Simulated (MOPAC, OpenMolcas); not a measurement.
CH2FNOSi (SMILES O=C=N[SiH2]F): the HOMO–LUMO gap, rung by rung

CH2FNOSi has 7 atoms, charge 0, and is taken as a singlet. As SMILES, `O=C=N[SiH2]F`. The coordinates come from a PBE0-D4/def2-TZVP relaxation. This is one conformer, not always the lowest.

Quantity: the HOMO–LUMO gap, in eV. The values are calculated.

```json
{"level": "PM7", "kind": "semi-empirical", "program": "MOPAC", "value (eV)": "10.80", "CPU time": "under 2 s"}
{"level": "HF/cc-pVDZ", "kind": "Hartree–Fock", "program": "OpenMolcas", "value (eV)": "15.89", "CPU time": "11 s"}
{"level": "SVWN5/cc-pVDZ", "kind": "LDA", "program": "OpenMolcas", "value (eV)": "6.25", "CPU time": "30 s"}
{"level": "BLYP/cc-pVDZ", "kind": "GGA", "program": "OpenMolcas", "value (eV)": "6.39", "CPU time": "41 s"}
{"level": "M06-L/cc-pVDZ", "kind": "meta-GGA", "program": "OpenMolcas", "value (eV)": "7.21", "CPU time": "51 s"}
{"level": "r2SCAN/cc-pVDZ", "kind": "meta-GGA", "program": "OpenMolcas", "value (eV)": "7.10", "CPU time": "51 s"}
{"level": "BHLYP/cc-pVDZ", "kind": "global hybrid", "program": "OpenMolcas", "value (eV)": "11.12", "CPU time": "44 s"}
{"level": "B2PLYP/cc-pVDZ", "kind": "double hybrid", "program": "OpenMolcas", "value (eV)": "11.40", "CPU time": "33 s"}
```

The values span 6.25 to 15.89 eV. Orbital gaps aren't excitation energies, and those of double hybrids come from the SCF part alone; they tend to grow with the share of exact exchange. Times are those of the runs behind each value, whatever else they computed, on shared processors of several kinds: orders of magnitude only.

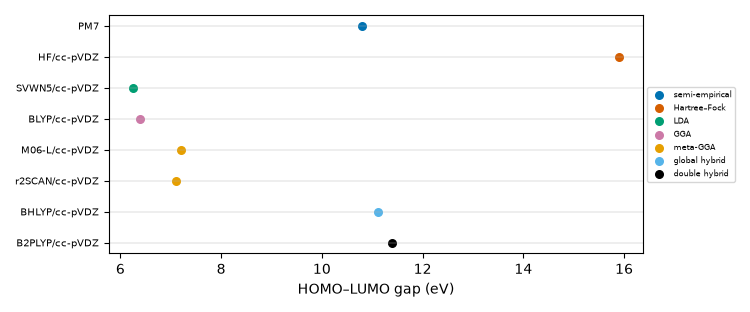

The values of the table, level by level.
